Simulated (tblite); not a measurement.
C7H13O2P: geometry relaxation

C7H13O2P, computed with GFN2-xTB geometry optimisation, gas phase (tblite 0.8.0).

It belongs to a series of runs on one base structure; here: phosphine turned into its oxide.

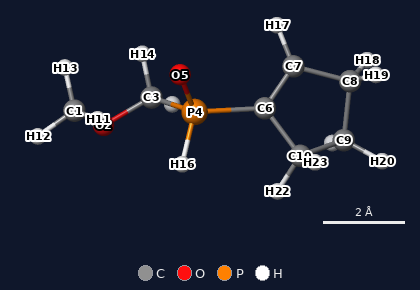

Figure 1. The input geometry (ball-and-stick view, seen at a tilt; atoms are numbered from 1 in the order of the input). Bond lengths as drawn: C–C 1.31 to 1.52 Å, C–H 1.10 to 1.12 Å, C–O 1.39 to 1.40 Å, C–P 1.80 to 1.83 Å, H–P 1.40 Å and O–P 1.52 Å.

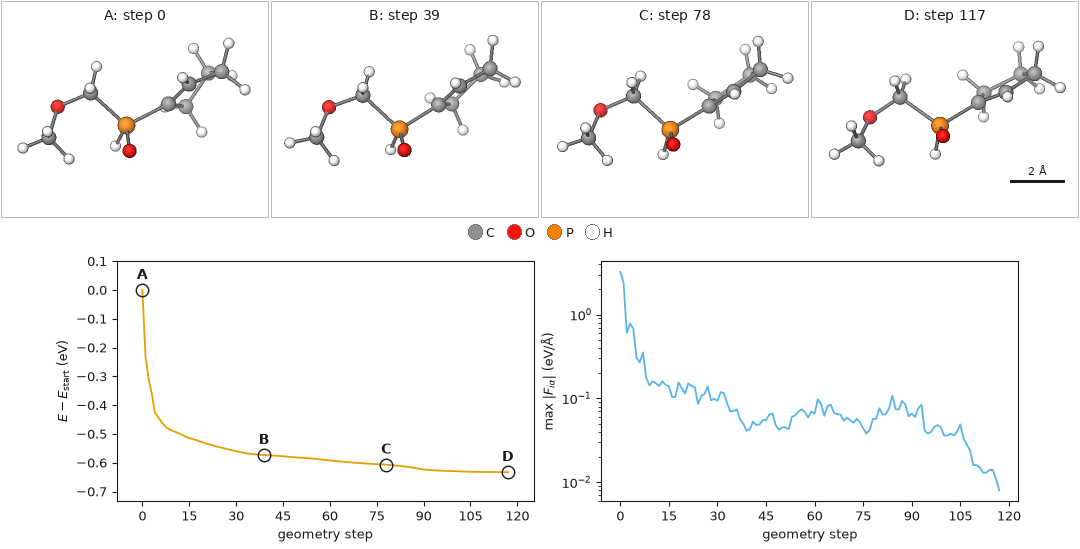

Figure 2. Frames of the relaxation (ball-and-stick view, seen at a tilt) above the curves, on which the letters mark them (steps are counted from 0).

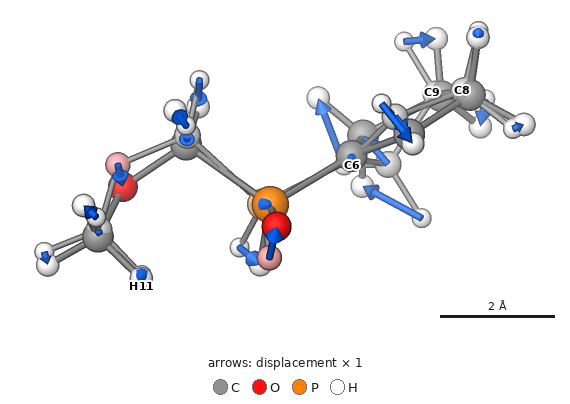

Figure 3. Start (faint) and end (solid) with the displacements as blue arrows, at true length (ball-and-stick view, seen at a tilt). The two geometries are laid on each other by the best rigid fit. The energy falls by 0.632 eV in 117 geometry steps. Largest force component: 3.2 eV/Å at the start, 0.008 eV/Å at the end. The atom that moves furthest after the best rigid fit is H22 (1.34 Å). By element the largest moves are H 1.34 Å, O 0.82 Å, C 0.68 Å, P 0.40 Å. Among the contacts that change: P4–O5 1.520 → 1.466 Å, C9–C10 1.506 → 1.543 Å, C3–P4 1.831 → 1.865 Å, C7–H17 1.109 → 1.076 Å. Among the angles that change: O5–P4–H16 107.2° → 115.1°, O2–C3–H15 112.9° → 106.2°, P4–C6–C7 129.1° → 122.6°. (Atoms are counted from 1 in the order of the input.)

These pictures come from the run below.

### Input
```
{"job": {"kind": "relax", "xc": "GFN2-xTB", "basis": "xTB"}, "charge": 0, "multiplicity": 1}
C      3.879200     0.083300    -0.349200
O      2.952000    -0.578400    -1.165400
C      1.823000    -0.960400    -0.459500
P      0.961900     0.508700     0.212700
O      1.575700     0.887800     1.550400
C     -0.820100     0.250300     0.331200
C     -1.488800    -0.578300     1.102600
C     -2.951000    -0.462700     0.886300
C     -2.976500     0.083900    -0.530500
C     -1.789300     1.009400    -0.487000
H      3.435300     1.006800     0.074900
H      4.728800     0.408200    -0.997300
H      4.202100    -0.566500     0.478500
H      2.146000    -1.570600     0.414100
H      1.148700    -1.602900    -1.045500
H      1.218900     1.561800    -0.675700
H     -1.011000    -1.267600     1.828100
H     -3.461900    -1.451700     0.890800
H     -3.424900     0.234800     1.613800
H     -3.932200     0.612500    -0.701200
H     -2.864700    -0.765400    -1.221100
H     -1.356200     1.197600    -1.485500
H     -1.999800     1.986500     0.017400
```

The first line tells a small driver script what to run in tblite; the rest is the geometry in Å.

Launched with:
```bash
OMP_NUM_THREADS=1 python <driver script> task.json out
```

### The program's output
```
step      E/eV     max force
  0    -878.10002    3.748
  1    -878.33004    2.602
  2    -878.40781    0.648
  3    -878.45912    0.820
  4    -878.52611    0.730
  5    -878.54065    0.346
  6    -878.55643    0.325
  7    -878.57004    0.433
  8    -878.58002    0.221
  9    -878.58565    0.148
 10    -878.59031    0.165
 11    -878.59447    0.184
 12    -878.59926    0.149
 13    -878.60466    0.161
 14    -878.60997    0.166
 15    -878.61421    0.169
 16    -878.61749    0.151
 17    -878.62066    0.124
 18    -878.62426    0.157
 19    -878.62805    0.138
 20    -878.63160    0.116
 21    -878.63484    0.153
 22    -878.63808    0.142
 23    -878.64136    0.139
 24    -878.64430    0.106
 25    -878.64683    0.115
 26    -878.64943    0.134
 27    -878.65226    0.140
 28    -878.65504    0.105
 29    -878.65751    0.107
 30    -878.65974    0.126
 31    -878.66208    0.126
 32    -878.66459    0.116
 33    -878.66671    0.089
 34    -878.66818    0.080
 35    -878.66940    0.073
 36    -878.67062    0.075
 37    -878.67176    0.070
 38    -878.67267    0.054
 39    -878.67334    0.051
 40    -878.67394    0.055
 41    -878.67454    0.068
 42    -878.67516    0.068
 43    -878.67579    0.065
 44    -878.67652    0.066
 45    -878.67735    0.067
 46    -878.67840    0.082
 47    -878.67942    0.072
 48    -878.68033    0.054
 49    -878.68118    0.057
 50    -878.68202    0.062
 51    -878.68280    0.059
 52    -878.68348    0.058
 53    -878.68415    0.062
 54    -878.68491    0.067
 55    -878.68591    0.091
 56    -878.68735    0.085
 57    -878.68880    0.073
 58    -878.68976    0.078
 59    -878.69111    0.095
 60    -878.69217    0.080
 61    -878.69322    0.102
 62    -878.69409    0.087
 63    -878.69532    0.083
 64    -878.69609    0.091
 65    -878.69720    0.091
 66    -878.69805    0.073
 67    -878.69898    0.066
 68    -878.69988    0.066
 69    -878.70078    0.060
 70    -878.70157    0.062
 71    -878.70222    0.070
 72    -878.70296    0.054
 73    -878.70374    0.058
 74    -878.70440    0.053
 75    -878.70496    0.046
 76    -878.70548    0.041
 77    -878.70601    0.047
 78    -878.70663    0.064
 79    -878.70746    0.075
 80    -878.70850    0.091
 81    -878.70967    0.081
 82    -878.71082    0.091
 83    -878.71200    0.098
 84    -878.71318    0.134
 85    -878.71446    0.089
 86    -878.71590    0.089
 87    -878.71789    0.116
 88    -878.71975    0.117
 89    -878.72193    0.091
 90    -878.72350    0.073
 91    -878.72463    0.069
 92    -878.72525    0.080
 93    -878.72609    0.087
 94    -878.72670    0.043
 95    -878.72733    0.039
 96    -878.72756    0.043
 97    -878.72806    0.052
 98    -878.72846    0.055
 99    -878.72888    0.045
100    -878.72934    0.037
101    -878.72978    0.046
102    -878.73015    0.049
103    -878.73048    0.040
104    -878.73079    0.043
105    -878.73115    0.050
106    -878.73151    0.037
107    -878.73174    0.034
108    -878.73185    0.030
109    -878.73195    0.023
110    -878.73206    0.020
111    -878.73215    0.019
112    -878.73223    0.014
113    -878.73228    0.014
114    -878.73233    0.016
115    -878.73238    0.016
116    -878.73243    0.013
117    -878.73246    0.009
```

### Trajectory as extended XYZ (Å, eV, eV/Å), 5 of the 118 frames kept, from step=0 to step=117
```
23
Properties=species:S:1:pos:R:3:forces:R:3 step=0 energy=-878.10002
C     3.8792    0.0833   -0.3492    0.4920   0.8680  -0.1620
O     2.9520   -0.5784   -1.1654    0.0130  -0.1360  -0.7650
C     1.8230   -0.9604   -0.4595   -0.0750  -0.8800   0.3180
P     0.9619    0.5087    0.2127    1.2180   1.4380   3.2400
O     1.5757    0.8878    1.5504   -1.2120  -0.6970  -1.9070
C    -0.8201    0.2503    0.3312    0.5990   0.1530  -0.2720
C    -1.4888   -0.5783    1.1026    0.9710  -1.3540   1.7290
C    -2.9510   -0.4627    0.8863   -0.8410  -1.0710   0.2680
C    -2.9765    0.0839   -0.5305   -1.3250   0.5390   0.2770
C    -1.7893    1.0094   -0.4870    0.5750   1.2800  -1.4920
H     3.4353    1.0068    0.0749    0.2480  -0.3750  -0.0460
H     4.7288    0.4082   -0.9973   -0.5370  -0.5280   0.4750
H     4.2021   -0.5665    0.4785    0.1070   0.1660  -0.2050
H     2.1460   -1.5706    0.4141   -0.2670   0.1650   0.0550
H     1.1487   -1.6029   -1.0455    0.3710   0.3030  -0.2920
H     1.2189    1.5618   -0.6757   -0.4100  -0.4200  -0.2460
H    -1.0110   -1.2676    1.8281   -0.5370   0.5440  -0.4920
H    -3.4619   -1.4517    0.8908    0.1990   0.6040   0.4920
H    -3.4249    0.2348    1.6138    0.2790  -0.5240  -0.3620
H    -3.9322    0.6125   -0.7012    0.4110  -0.2710  -0.3190
H    -2.8647   -0.7654   -1.2211    0.0860   0.5640  -0.0200
H    -1.3562    1.1976   -1.4855   -0.3000   0.2570   0.2210
H    -1.9998    1.9865    0.0174   -0.0630  -0.6260  -0.4940
23
Properties=species:S:1:pos:R:3:forces:R:3 step=29 energy=-878.65751
C     3.9402    0.0841   -0.4050   -0.0510  -0.0210  -0.0100
O     2.9304   -0.5714   -1.1363   -0.0530   0.0420  -0.0730
C     1.7971   -0.9000   -0.3882    0.0230   0.0210  -0.0160
P     0.9744    0.5682    0.4197    0.0260  -0.0400   0.0060
O     1.4865    0.8572    1.7646   -0.0320  -0.0310  -0.0460
C    -0.8098    0.2621    0.3390    0.0270   0.0310  -0.0530
C    -1.4671   -0.5697    1.1406    0.0560   0.0440   0.0350
C    -2.9395   -0.5653    0.8663    0.0170   0.0150   0.0130
C    -3.0379    0.1340   -0.4995    0.0240  -0.0070  -0.0050
C    -1.7449    0.9606   -0.6127   -0.0140  -0.0030  -0.0260
H     3.5894    1.0439   -0.0102   -0.0230   0.0000   0.0310
H     4.7578    0.2561   -1.1040   -0.0090  -0.0240   0.0300
H     4.2827   -0.5372    0.4288    0.0210   0.0030   0.0340
H     2.0392   -1.5968    0.4364   -0.0240   0.0030  -0.0710
H     1.1088   -1.3783   -1.0916    0.0270  -0.0150   0.0990
H     1.1892    1.5799   -0.5227   -0.0980  -0.0070   0.0430
H    -1.0319   -1.1585    1.9293    0.0220   0.0110   0.0210
H    -3.3656   -1.5692    0.8646   -0.0010   0.0190  -0.0330
H    -3.4481    0.0096    1.6446   -0.0200  -0.0030   0.0270
H    -3.9300    0.7530   -0.5948    0.0460  -0.0610   0.0230
H    -3.0591   -0.6249   -1.2838   -0.0040   0.0560  -0.0250
H    -1.3620    1.0014   -1.6338    0.0120  -0.0060   0.0470
H    -1.9044    1.9880   -0.2683    0.0260  -0.0270  -0.0510
23
Properties=species:S:1:pos:R:3:forces:R:3 step=58 energy=-878.68976
C     3.8768    0.0929   -0.4258    0.0240   0.0130  -0.0010
O     2.8344   -0.4275   -1.2159    0.0290  -0.0280   0.0370
C     1.7329   -0.8143   -0.4539   -0.0260   0.0250   0.0080
P     0.9871    0.5778    0.5371   -0.0370   0.0250  -0.0010
O     1.5107    0.6820    1.9028   -0.0120  -0.0220  -0.0350
C    -0.7909    0.3131    0.4031   -0.0080   0.0460   0.0370
C    -1.4734   -0.4420    1.2568    0.0180  -0.0020   0.0130
C    -2.9040   -0.6033    0.8609    0.0250   0.0000   0.0370
C    -3.0160    0.1588   -0.4756   -0.0150  -0.0220   0.0200
C    -1.6463    0.8263   -0.7209    0.0140  -0.0440   0.0190
H     3.5874    1.0447    0.0374   -0.0050  -0.0240   0.0130
H     4.7210    0.2519   -1.0937    0.0120   0.0130   0.0010
H     4.1561   -0.6100    0.3692    0.0000   0.0210  -0.0400
H     2.0024   -1.5949    0.2806   -0.0170  -0.0070  -0.0140
H     0.9908   -1.2140   -1.1472    0.0200  -0.0220  -0.0390
H     1.2189    1.6860   -0.2832   -0.0300   0.0070   0.0320
H    -1.0732   -0.8945    2.1480    0.0310   0.0080  -0.0080
H    -3.1547   -1.6617    0.7567   -0.0120   0.0260  -0.0080
H    -3.5613   -0.1901    1.6287   -0.0160   0.0150  -0.0050
H    -3.8123    0.8978   -0.4236    0.0030   0.0450  -0.0530
H    -3.2533   -0.5298   -1.2841   -0.0090  -0.0150  -0.0340
H    -1.2191    0.5603   -1.6902   -0.0330   0.0010  -0.0020
H    -1.7187    1.9173   -0.6842    0.0440  -0.0590   0.0260
23
Properties=species:S:1:pos:R:3:forces:R:3 step=88 energy=-878.71975
C     3.8858    0.1564   -0.3969    0.0320   0.0060   0.0370
O     2.8684   -0.2353   -1.2868   -0.0410   0.0690   0.0850
C     1.7377   -0.7105   -0.6241   -0.0440  -0.0390   0.0040
P     0.9857    0.4907    0.5936    0.0130  -0.0360  -0.0570
O     1.5167    0.3884    1.9546    0.0120  -0.0370   0.0710
C    -0.7846    0.2268    0.4362    0.0170   0.0190   0.0050
C    -1.5361   -0.3512    1.3675    0.0200   0.0410  -0.0300
C    -2.9583   -0.5031    0.9370   -0.0100   0.0070  -0.0130
C    -3.0043    0.1399   -0.4678   -0.0450  -0.0300   0.0190
C    -1.5631    0.5820   -0.7960   -0.0800  -0.0050   0.0120
H     3.5470    0.9595    0.2697   -0.0070   0.0060  -0.0460
H     4.7148    0.5092   -1.0064    0.0170  -0.0050  -0.0060
H     4.2082   -0.6869    0.2245    0.0210  -0.0180  -0.0130
H     1.9578   -1.6259   -0.0437    0.0230   0.0300   0.0220
H     1.0058   -0.9566   -1.3951    0.0080  -0.0070  -0.0480
H     1.1871    1.7270   -0.0257   -0.0020  -0.0010  -0.0240
H    -1.1826   -0.6765    2.3304    0.0030  -0.0080   0.0030
H    -3.2359   -1.5609    0.9227   -0.0040   0.0440  -0.0360
H    -3.6320   -0.0032    1.6366    0.0130  -0.0130  -0.0110
H    -3.6749    1.0002   -0.4671    0.0290  -0.0580  -0.0130
H    -3.3685   -0.5644   -1.2155   -0.0190   0.0010   0.0620
H    -1.1627    0.0673   -1.6717   -0.0300   0.0160  -0.0110
H    -1.5167    1.6539   -0.9929    0.0740   0.0180  -0.0140
23
Properties=species:S:1:pos:R:3:forces:R:3 step=117 energy=-878.73246
C     3.9247    0.2114   -0.3585   -0.0010   0.0030   0.0050
O     2.9025   -0.0663   -1.2863    0.0020  -0.0050  -0.0040
C     1.7891   -0.6772   -0.7068   -0.0010  -0.0050   0.0000
P     0.9725    0.3837    0.5920    0.0040   0.0020   0.0030
O     1.4765    0.1632    1.9507   -0.0010  -0.0010  -0.0030
C    -0.8008    0.1571    0.4077    0.0050   0.0000  -0.0050
C    -1.5688   -0.3097    1.3868    0.0010   0.0000   0.0020
C    -3.0051   -0.4035    0.9909    0.0020  -0.0010   0.0010
C    -3.0378    0.1239   -0.4594   -0.0050  -0.0020   0.0020
C    -1.5824    0.4752   -0.8340   -0.0010   0.0020  -0.0020
H     3.5846    0.9157    0.4091   -0.0030   0.0040   0.0030
H     4.7448    0.6503   -0.9238   -0.0060   0.0010   0.0010
H     4.2635   -0.7063    0.1362    0.0030  -0.0010   0.0010
H     2.0576   -1.6254   -0.2085    0.0010  -0.0030  -0.0020
H     1.0963   -0.8857   -1.5242   -0.0020  -0.0010   0.0010
H     1.1919    1.6661    0.0797    0.0010   0.0050   0.0010
H    -1.2147   -0.5911    2.3635   -0.0010   0.0000  -0.0030
H    -3.3537   -1.4365    1.0597    0.0000   0.0040   0.0000
H    -3.6301    0.1925    1.6593    0.0080  -0.0020  -0.0030
H    -3.6753    1.0034   -0.5333   -0.0020   0.0040   0.0020
H    -3.4379   -0.6305   -1.1349   -0.0020  -0.0020  -0.0030
H    -1.2298   -0.1121   -1.6843   -0.0030   0.0010   0.0060
H    -1.4726    1.5286   -1.0987    0.0010  -0.0020  -0.0020
```

### Summary

- outcome: converged
- total energy: −878.7325 eV
- hardware: 1 CPU thread, shared host
- peak memory: 0.18 GiB
